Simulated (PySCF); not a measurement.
## Electronic structure of C2H9NO2Si2 in real space

```tsv
atom	x (Å)	y (Å)	z (Å)
C	-1.5817	-1.1453	0.7806
C	-1.6235	0.0408	1.3677
Si	-0.5083	1.5000	0.9408
O	0.6038	1.0933	-0.1550
Si	1.5370	0.2422	-1.1708
N	0.4460	-0.6294	-2.1879
O	2.5158	-0.8088	-0.4224
H	-2.2388	-1.9595	1.0521
H	-0.8808	-1.3483	-0.0142
H	-2.3517	0.1989	2.1556
H	0.2269	1.9388	2.1305
H	-1.2885	2.5807	0.3287
H	2.4683	1.1944	-1.7468
H	-0.3326	-0.1229	-2.5765
H	0.8400	-1.2352	-2.8895
H	2.1602	-1.5307	0.0899
```

Geometry: GFN2-xTB.

The calculation used PySCF 2.14.0, B3LYP/def2-SVPD, SCF density, gas phase.

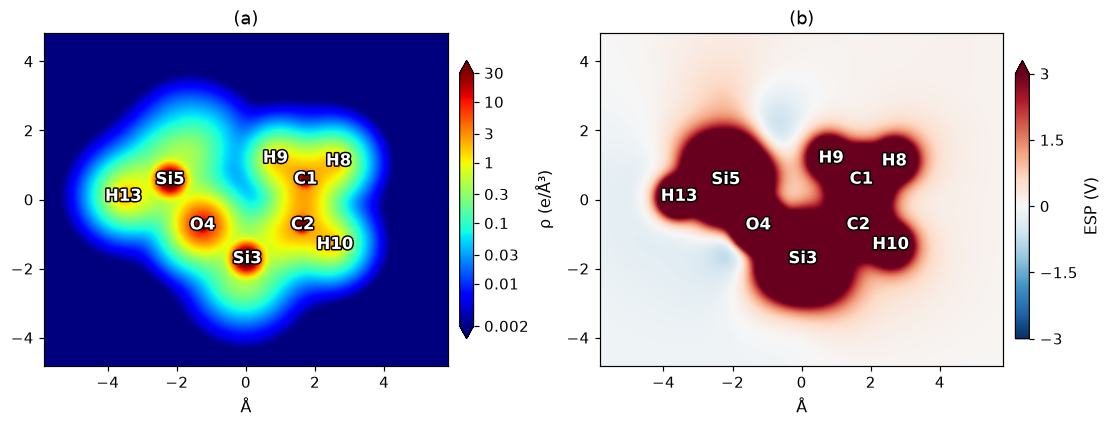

Figure 1. (a) electron density; (b) molecular electrostatic potential on the plane of atoms C2, Si3 and O4.

Interpret the plot.

- The plane passes through C, Si, O and H nuclei.
- C–C (1.32 Å): ρ is about 2.3 e/Å³ halfway.
- Si–O (1.61 Å): the density is about 1.1 e/Å³ at the midpoint.
- C–Si (1.89 Å): ρ at the midpoint is about 0.96 e/Å³.
- C–H (1.08 Å): the density is about 2 e/Å³ at the midpoint.
- Outside the dense part of the molecule the potential is most negative (−0.7 V) near O4.

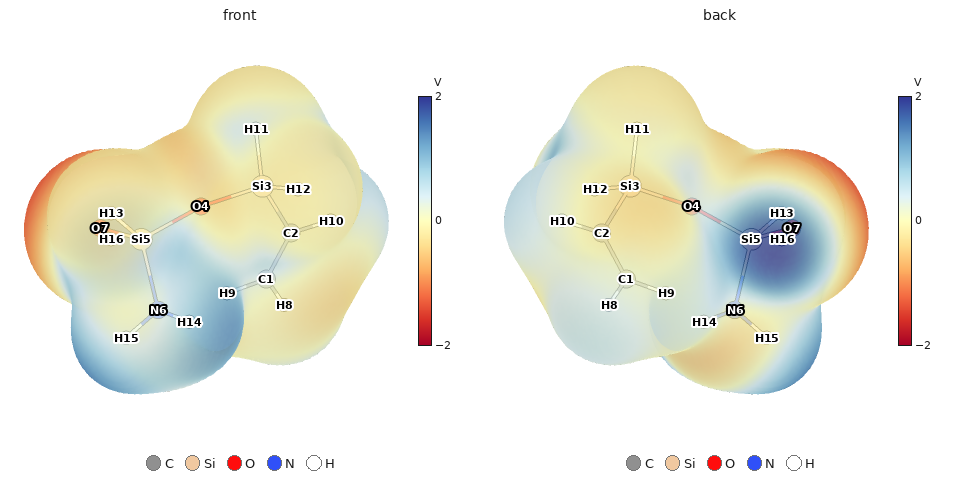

Figure 2. The molecular electrostatic potential painted on the density surface at 0.001 e/bohr³, seen from the front and from behind; the colour scale runs from red (negative) to blue (positive).

Which sites attract a positive test charge, and which a negative one?

A positive charge is drawn to the negative regions and a negative charge to the positive ones. The most negative region (about −1.2 V) lies over O7, the most positive (about +1.8 V) over H16. O7 is the likeliest acceptor of a hydrogen bond.
